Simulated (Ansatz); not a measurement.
The calculation's input:

```
crystal:
  periodic: [false, false, false]
  atoms:
    - { symbol: Al, position_ang: [-0.061321, -0.506248, -0.46188] }
    - { symbol: C, position_ang: [-0.037214, -0.171963, 2.683929] }
    - { symbol: H, position_ang: [-0.951759, -0.106327, 3.287673] }
    - { symbol: H, position_ang: [0.829333, -0.391476, 3.321719] }
    - { symbol: H, position_ang: [0.12923, 0.790165, 2.172435] }
    - { symbol: H, position_ang: [1.405195, 0.047002, -0.631177] }
    - { symbol: H, position_ang: [-1.398217, 0.303889, -0.671768] }
    - { symbol: Cl, position_ang: [-0.264841, -2.645131, -0.023399] }
    - { symbol: H, position_ang: [-0.152707, -1.008211, 1.966768] }
basis:
  gaussian: { orbitals: def2-SVP }
hamiltonian:
  xc: pbe0
  dispersion: d4
relax:
  f_tol: 0.03
  max_steps: 50
output:
  orbitals: {}
```

Launched as:

```sh
ansatz run input.yaml --threads 1 --pin off --max-ram 2048MiB --backend cpu --events-out ev --progress --plain --runs-dir out
```

The fields are those of the run's last geometry, not of the input's.

Computed with RKS PBE0-D4/def2-SVP in Ansatz 0.2.0.

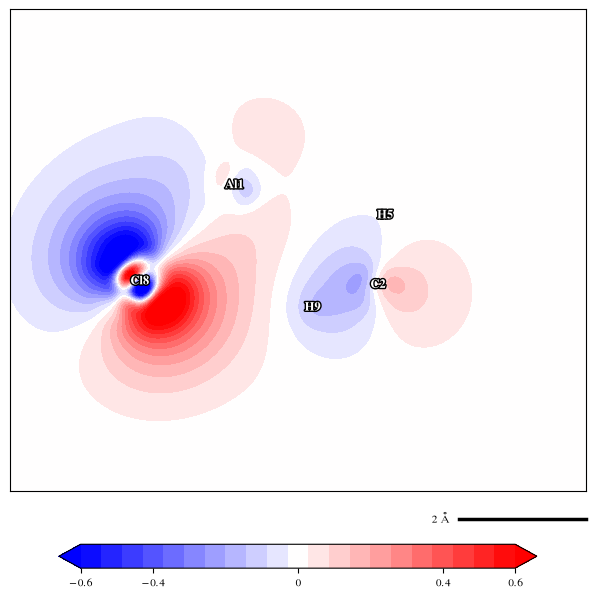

AlClH$_{2}$···CH$_{4}$. The HOMO−1 on the plane of atoms H5, C2 and H9 (values in Å⁻³ᐟ²; the overall sign is arbitrary).

> What is the character of this orbital?

By Hirshfeld shares it lies mainly on Cl8 (about 85 %); largely a lone pair of Cl8. Its energy is −9.02 eV.
